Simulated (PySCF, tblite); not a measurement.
# Hydrogen fluoride (HF): isotopologues and vibrational averages

Aim: rotational constants, zero-point energies and shieldings of isotopologues of Hydrogen fluoride (HF) (`F`).

Programs: PySCF 2.14.0 with density-fitted response routines of our own, and tblite 0.8.0. All values are computed, except where a source is named. Atoms count from 0 throughout.

## 1. The starting structure

2 atoms, charge 0, multiplicity 1; geometry from: force field or distance geometry start.

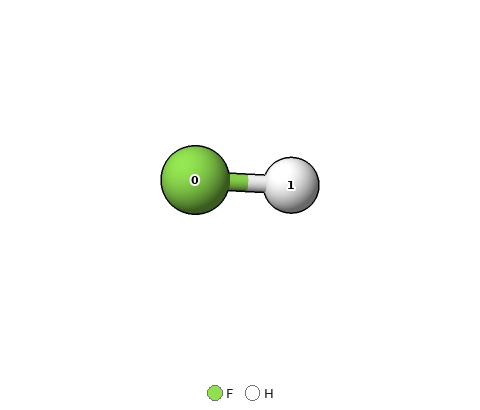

The starting geometry (fluorine green, hydrogen white), atoms numbered.

## 2. GFN2-xTB relaxation, lowest of a short conformer search

The job: settings as JSON, then the geometry in Å.

```
{"job": {"xc": "GFN2-xTB", "basis": "xTB", "kind": "relax"}, "charge": 0, "multiplicity": 1}
F      0.520300    -0.012200    -0.010600
H     -0.509300     0.017300    -0.046000
```

On the command line:

```sh
$ OMP_NUM_THREADS=1 python ens_run.py task.json out
```

One launch serves the whole session.

Output:

```text
step      E/eV     max force
  0    -141.94277    3.132
  1    -142.11982    0.414
  2    -142.12101    0.254
  3    -142.12164    0.010
  4    -142.12164    0.000
```

It took 0.04 s on 1 thread of Arm Neoverse V1, shared host.

Relaxing gained 0.179 eV and moved the atoms by 0.05 Å on average (rms).

## 3. Tight optimisation and Hessian

The job: settings as JSON, then the geometry in Å.

```
{"job": {"xc": "B3LYP", "basis": "pcJ-1", "j": true, "grid": 2, "temperatures": [250, 1000], "kind": "geom"}, "charge": 0, "multiplicity": 1}
F      0.471258    -0.010828    -0.012252
H     -0.460230     0.015901    -0.044342
```

Output:

```text
step   0  E = -2733.1552440 eV  max force = 0.67215
step   1  E = -2733.1592189 eV  max force = 0.09658
step   2  E = -2733.1592971 eV  max force = 0.00429
step   3  E = -2733.1592972 eV  max force = 0.00009
step   4  E = -2733.1592972 eV  max force = 0.00009
harmonic wavenumbers (cm-1): 4101.8
```

Wall time 4 s (1 thread of Arm Neoverse V1, shared host); peak memory 0.24 GiB.

## 4. Displacements along the modes, parent

The job: settings as JSON, then the geometry in Å.

```
{"job": {"xc": "B3LYP", "basis": "pcJ-1", "j": true, "grid": 2, "temperatures": [250, 1000], "kind": "vib", "mass_numbers": [19, 1]}, "charge": 0, "multiplicity": 1}
F      0.465327    -0.010658    -0.012457
H     -0.454299     0.015731    -0.044138
```

Output:

```text
mode    cm-1    km/mol   phi_rrr   E(+)/cm-1  E(-)/cm-1
  1   4101.83    93.61   -2858.7     645.50     850.13
```

Wall time 0.91 s (1 thread of Arm Neoverse V1, shared host); peak memory 0.24 GiB.

## 5. Displacements along the modes, 2H at atom 1

The job: settings as JSON, then the geometry in Å.

```
{"job": {"xc": "B3LYP", "basis": "pcJ-1", "j": true, "grid": 2, "temperatures": [250, 1000], "kind": "vib", "mass_numbers": [19, 2]}, "charge": 0, "multiplicity": 1}
F      0.465327    -0.010658    -0.012457
H     -0.454299     0.015731    -0.044138
```

Output:

```text
mode    cm-1    km/mol   phi_rrr   E(+)/cm-1  E(-)/cm-1
  1   2973.62    49.23    1757.7     603.19     477.19
```

It took 0.89 s on 1 thread of Arm Neoverse V1, shared host; peak memory 0.24 GiB.

## 6. Vibrational averages by isotopologue

The job: settings as JSON, then the geometry in Å.

```
{"job": {"xc": "B3LYP", "basis": "pcJ-1", "j": true, "grid": 2, "temperatures": [250, 1000], "kind": "iso"}, "charge": 0, "multiplicity": 1}
F      0.465327    -0.010658    -0.012457
H     -0.454299     0.015731    -0.044138
```

Output:

```text
parent
  Be/MHz None 623139.269 623139.269
  B0/MHz None 610752.506 610752.506
  ZPE/cm-1 2050.9
  <sigma>(0 K)/ppm 398.836 29.042
2H at atom 1
  Be/MHz None 327492.576 327492.576
  B0/MHz None 322805.232 322805.232
  ZPE/cm-1 1486.8
  <sigma>(0 K)/ppm 402.220 29.125
```

Run time: 6.4 s. Hardware: 1 thread of Arm Neoverse V1, shared host; peak memory 0.24 GiB. This counts the whole study up to here.

Rotational constants (MHz) at equilibrium and in the ground state:

| isotopologue | Be | B0 | zero-point change (cm⁻¹) |
| --- | --- | --- | --- |
| parent | 623139.3 | 610752.5 | 0.0 |
| 2H at atom 1 | 327492.6 | 322805.2 | -564.1 |

Shieldings of the first species (ppm): at equilibrium, the vibrational parts at 0 K, and the averages:

| atom | equilibrium | anharmonic | harmonic | 0 K | 250 K | 1000 K |
| --- | --- | --- | --- | --- | --- | --- |
| F0 | 411.03 | -7.89 | -4.31 | 398.84 | 398.45 | 397.22 |
| H1 | 29.33 | -0.59 | 0.30 | 29.04 | 29.01 | 28.92 |

Isotope effects on the shieldings at 0 K (ppb; positive means more shielded):

| atom | 2H at atom 1 |
| --- | --- |
| F0 | 3384 |
| H1 | 83 |

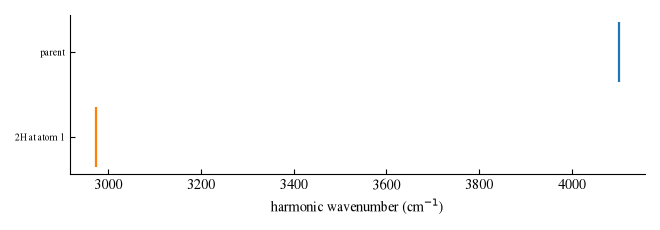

Harmonic wavenumbers of each isotopologue.

## 7. Tight optimisation and Hessian, xc PBE0; basis def2-TZVP; conv 1e-11

The job: settings as JSON, then the geometry in Å.

```
{"job": {"xc": "PBE0", "basis": "def2-TZVP", "j": false, "grid": 2, "temperatures": [250, 1000], "conv": 1e-11, "kind": "geom"}, "charge": 0, "multiplicity": 1}
F      0.471258    -0.010828    -0.012252
H     -0.460230     0.015901    -0.044342
```

Output:

```text
step   0  E = -2731.7974901 eV  max force = 0.71849
step   1  E = -2731.8018835 eV  max force = 0.12479
step   2  E = -2731.8020105 eV  max force = 0.00561
step   3  E = -2731.8020108 eV  max force = 0.00018
step   4  E = -2731.8020108 eV  max force = 0.00018
harmonic wavenumbers (cm-1): 4153.8
```

Run time: 3.9 s. Hardware: 1 thread of Arm Neoverse V1, shared host; peak memory 0.24 GiB.

## 8. Displacements along the modes, xc PBE0; basis def2-TZVP; conv 1e-11; parent

The job: settings as JSON, then the geometry in Å.

```
{"job": {"xc": "PBE0", "basis": "def2-TZVP", "j": false, "grid": 2, "temperatures": [250, 1000], "conv": 1e-11, "kind": "vib", "mass_numbers": [19, 1]}, "charge": 0, "multiplicity": 1}
F      0.465071    -0.010651    -0.012465
H     -0.454044     0.015724    -0.044129
```

Output:

```text
mode    cm-1    km/mol   phi_rrr   E(+)/cm-1  E(-)/cm-1
  1   4153.79   110.50   -2795.1     656.35     856.59
```

It took 0.64 s on 1 thread of Arm Neoverse V1, shared host; peak memory 0.24 GiB.

## 9. Displacements along the modes, xc PBE0; basis def2-TZVP; conv 1e-11; 2H at atom 1

The job: settings as JSON, then the geometry in Å.

```
{"job": {"xc": "PBE0", "basis": "def2-TZVP", "j": false, "grid": 2, "temperatures": [250, 1000], "conv": 1e-11, "kind": "vib", "mass_numbers": [19, 2]}, "charge": 0, "multiplicity": 1}
F      0.465071    -0.010651    -0.012465
H     -0.454044     0.015724    -0.044129
```

Output:

```text
mode    cm-1    km/mol   phi_rrr   E(+)/cm-1  E(-)/cm-1
  1   3011.29    58.08    1719.6     608.28     484.94
```

It took 0.65 s on 1 thread of Arm Neoverse V1, shared host; peak memory 0.24 GiB.

## 10. Vibrational averages by isotopologue, second settings

The job: settings as JSON, then the geometry in Å.

```
{"job": {"xc": "PBE0", "basis": "def2-TZVP", "j": false, "grid": 2, "temperatures": [250, 1000], "conv": 1e-11, "kind": "iso"}, "charge": 0, "multiplicity": 1}
F      0.465071    -0.010651    -0.012465
H     -0.454044     0.015724    -0.044129
```

Output:

```text
parent
  Be/MHz None 623832.562 623832.562
  B0/MHz None 612198.654 612198.654
  ZPE/cm-1 2076.9
  <sigma>(0 K)/ppm 401.740 29.575
2H at atom 1
  Be/MHz None 327856.938 327856.938
  B0/MHz None 323450.771 323450.771
  ZPE/cm-1 1505.7
  <sigma>(0 K)/ppm 404.701 29.672
```

It took 5.6 s on 1 thread of Arm Neoverse V1, shared host; peak memory 0.24 GiB. This counts the runs that the step sums up.

Rotational constants (MHz) at equilibrium and in the ground state:

| isotopologue | Be | B0 | zero-point change (cm⁻¹) |
| --- | --- | --- | --- |
| parent | 623832.6 | 612198.7 | 0.0 |
| 2H at atom 1 | 327856.9 | 323450.8 | -571.2 |

Shieldings of the first species (ppm): at equilibrium, the vibrational parts at 0 K, and the averages:

| atom | equilibrium | anharmonic | harmonic | 0 K | 250 K | 1000 K |
| --- | --- | --- | --- | --- | --- | --- |
| F0 | 412.42 | -7.13 | -3.55 | 401.74 | 401.38 | 400.27 |
| H1 | 29.92 | -0.63 | 0.29 | 29.58 | 29.54 | 29.45 |

Isotope effects on the shieldings at 0 K (ppb; positive means more shielded):

| atom | 2H at atom 1 |
| --- | --- |
| F0 | 2961 |
| H1 | 96 |

## 11. Outcome

```
                  quantity         value
               point group           C∞v
   B0 of the first species  610752.5 MHz
         zero-point energy     2051 cm⁻¹
zero-point change of σ(F0)    -12.19 ppm
```

In words: Zero-point motion changes the shielding of F0 most, by -12.19 ppm. The largest secondary isotope effect is 3384 ppb on F0, 1 bond from the change (2H at atom 1).
